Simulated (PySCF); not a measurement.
B(F)2(SeH), HBF2Se, SMILES FB(F)[SeH] at its PBE0/def2-SVP optimised geometry (Å):

```
5

B     -0.6579     0.1595     0.0000
F     -1.3028     1.3077     0.0000
F     -1.3606    -0.9548     0.0016
Se     1.2818     0.1595     0.0000
H      1.3606    -1.3077    -0.0150
```

Level of theory: PBE0/def2-TZVP run with PySCF. Cells within 0.4 Å of a nucleus heavier than hydrogen are left out (blank, or x).

Map of the electrostatic potential (hartree/e), clipped to [-0.08, 0.12] on the plane z = 0.0 Å:

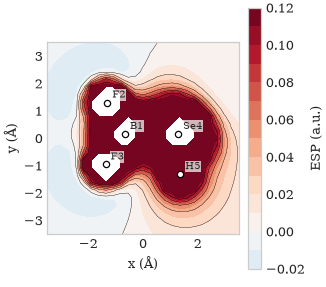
Figure: Electrostatic potential (hartree/e), clipped to [-0.08, 0.12] on the plane z = 0.0 Å.
